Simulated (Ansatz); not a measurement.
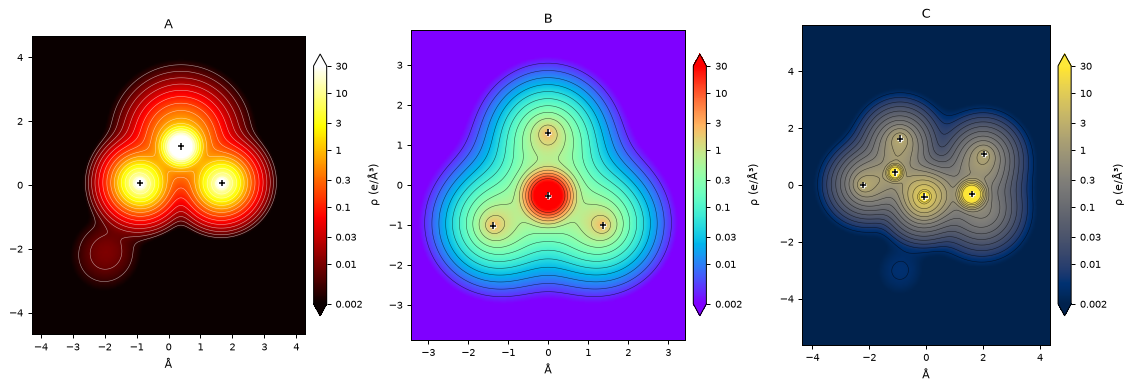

The total electron density of 3 systems, each on a plane through atoms (crosses mark nuclei in the plane).

Method: RHF/def2-SVP (Ansatz).

System 1: F₂Ge···H₂, the plane of atoms F4, Ge1 and F5. 

```xyz
5

Ge   -0.9372    0.0852   -1.6815
H     1.5638    0.3721    1.6356
H     2.1357    0.2366    2.0972
F    -0.2548    0.7517   -0.2367
F    -1.3542   -1.4456   -0.9983
```

System 2: BH₅OSi···H₂, the plane of atoms H3, B1 and O5. 

```xyz
10

B     0.2097   -0.3768   -0.9835
H    -0.2231   -0.2843    3.3839
H     0.8781    0.5258   -0.5576
H    -0.2558   -0.3298   -2.0956
O    -0.0150   -1.4443   -0.2000
Si   -0.8022   -2.9047   -0.2967
H     0.2033   -3.9849   -0.2969
H    -1.6813   -3.0349    0.8801
H    -1.6035   -2.9622   -1.5387
H    -0.0650   -0.4852    2.6819
```

System 3: GaH₃···HBr, the plane of atoms H2, Ga1 and H4. Not at a stationary point (largest force 1.9 eV/Å).

```yaml
atoms:
  - { symbol: Ga, position_ang: [-0.0048, 0.2634, -0.0711] }
  - { symbol: H, position_ang: [0.0042, 0.2064, 1.5017] }
  - { symbol: H, position_ang: [1.3679, 0.3317, -0.8268] }
  - { symbol: H, position_ang: [-1.3871, 0.2721, -0.8127] }
  - { symbol: Br, position_ang: [0.1106, -3.0126, 1.4665] }
  - { symbol: H, position_ang: [0.0654, -1.6047, 1.9583] }
```

Question: Which map belongs to which system?

Answer: Panel A is system 1, F₂Ge···H₂: the plane holds Ge and F. Ge–F (1.73 Å): ρ is about 0.91 e/Å³ halfway. Panel B is system 3, GaH₃···HBr: the plane holds Ga and H. Ga–H (1.57 Å): ρ is about 0.96 e/Å³ halfway. Panel C is system 2, BH₅OSi···H₂: the plane holds B, H, O and Si. B–O (1.34 Å): the density is about 2.2 e/Å³ at the midpoint.
